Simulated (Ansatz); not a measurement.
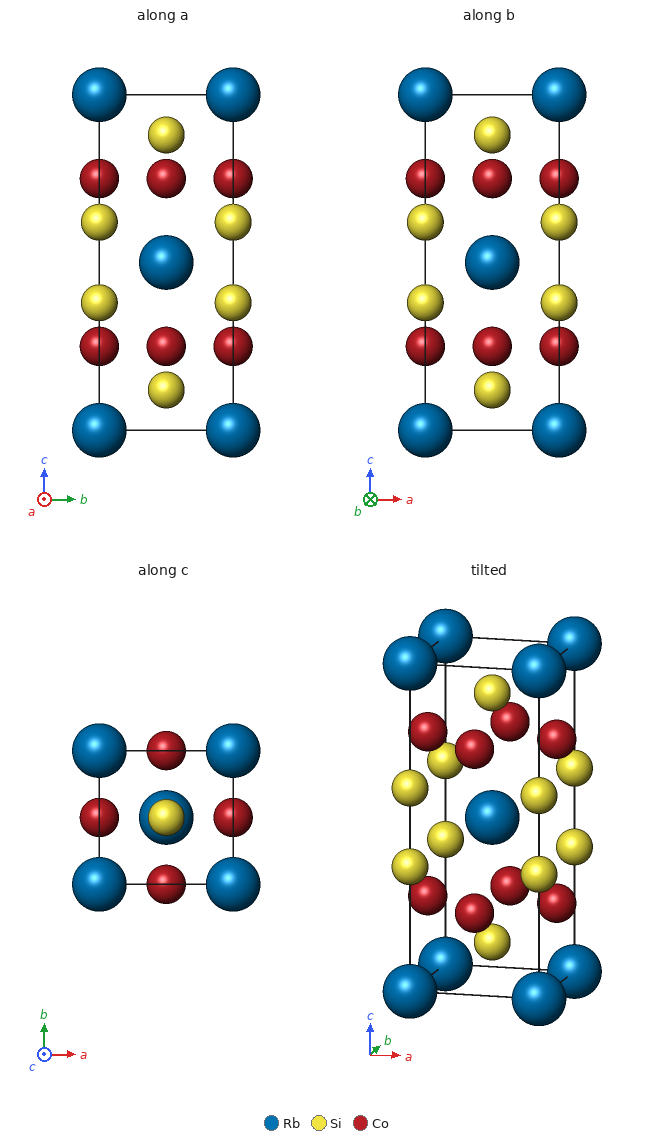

Drawn in the spheres-only manner and seen along the a axis, along the b axis, along the c axis and slightly off an axis. The conventional unit cell is outlined; an atom on or near a face, edge or corner is repeated at each equivalent position.

Lattice parameters: a = 4.203 Å, b = 4.203 Å, c = 10.543 Å, α = 90.00°, β = 90.00°, γ = 90.00°. Put a along x and b in the xy plane.

Set out the cell and atoms as a POSCAR file, with free fractional coordinates to two decimals.

Answer.
```
Rb Si Co
1.0
     4.203    0.000    0.000
     0.000    4.203    0.000
     0.000    0.000   10.543
Rb Si Co
2 4 4
Direct
  0.00 0.00 0.00
  0.50 0.50 0.50
  0.50 0.50 0.88
  0.00 0.00 0.62
  0.00 0.00 0.38
  0.50 0.50 0.12
  0.50 0.00 0.75
  0.00 0.50 0.75
  0.00 0.50 0.25
  0.50 0.00 0.25
```

The model is a generated cell, made by putting these elements into a known structure type (the compound may or may not exist in this form); its atoms and cell weren't optimised. A calculation with Ansatz used it as input.

At this level of theory the cell isn't at rest (stretched, at -10 GPa and forces up to 3.0 eV/Å), so its distances can differ from those at equilibrium, the more so the softer the solid.
